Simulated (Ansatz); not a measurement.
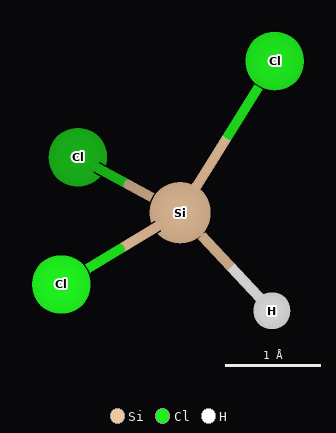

Figure 1. The input geometry (ball-and-stick view, seen at an oblique angle).

# SiHCl$_{3}$: single-point calculation

System: SiHCl$_{3}$.
Method: RKS r2SCAN-D4/def2-TZVPP (Ansatz 0.2.0).

The geometry comes from this level: PBE0-D4/def2-TZVP.

What the program printed
```
Functional definition: r2SCAN
  name "r2SCAN"
  cite "Furness, Kaplan, Ning, Perdew & Sun, J. Phys. Chem. Lett. 11, 8208 (2020) doi:10.1021/acs.jpclett.0c02405"
  cite "Furness, Kaplan, Ning, Perdew & Sun, J. Phys. Chem. Lett. 11, 9248 (2020) doi:10.1021/acs.jpclett.0c03077"
  parent r2scan
  parameter k0 = 0.174
  parameter k1 = 0.065
  parameter a1 = 4.9479
  exchange = r2scan_x(k0 = k0, k1 = k1, a1 = a1)
  correlation = r2scan_c
1229 factors; their error is unknown
mean field evaluation 1: about -45463.8267 eV, gradient 1.8e1 eV
mean field evaluation 2: about -45464.0019 eV, gradient 1.7e1 eV
mean field evaluation 4: about -45464.5223 eV, gradient 1.5e0 eV
mean field evaluation 8: about -45464.5246 eV, gradient 4.5e-2 eV
mean field evaluation 16: about -45464.4848 eV, gradient 5.0e-5 eV
mean field -45464.48476826 eV, -1670.7889982988 hartree, gradient 5.0e-5 eV, S^2 0.000000; 0 other end points of the search recorded, 0 dependent functions left out
reference -45464.48477747 eV, -1670.7889986375 hartree; 33, 33 occupied and 149, 149 virtual orbitals, 1229 factors
Total energy: -45464.52521718 eV, -1670.7904847692 hartree
```

This output came from the following input.

Input file
```yaml
crystal:
  periodic: [false, false, false]
  atoms:
    - {symbol: Si, position_ang: [-2.302973, -0.246383, 0.539879]}
    - {symbol: Cl, position_ang: [-1.243688, -1.222406, -0.890056]}
    - {symbol: Cl, position_ang: [-4.194723, 0.077147, -0.120535]}
    - {symbol: H, position_ang: [-2.344341, -1.062505, 1.760446]}
    - {symbol: Cl, position_ang: [-1.413600, 1.532251, 0.945945]}
basis:
  gaussian: {orbitals: def2-TZVPP}
hamiltonian: {xc: r2scan, dispersion: d4}
```

Launch command:
```bash
ansatz run in.yaml --threads 4 --pin off --events-out ev --progress --plain --max-ram 66560MiB --backend cpu
```

Results in brief

```json
{"quantity": "outcome", "value": "converged"}
{"quantity": "total energy", "value": "−45464.5252 eV"}
{"quantity": "mean-field energy", "value": "−45464.4848 eV"}
{"quantity": "dispersion energy", "value": "−0.0404 eV"}
{"quantity": "SCF solution under orbital rotations", "value": "stable"}
{"quantity": "hardware", "value": "4 CPU threads, shared host"}
{"quantity": "wall time", "value": "1.9 s (CPU time 6.5 s)"}
{"quantity": "peak memory", "value": "0.69 GiB"}
```
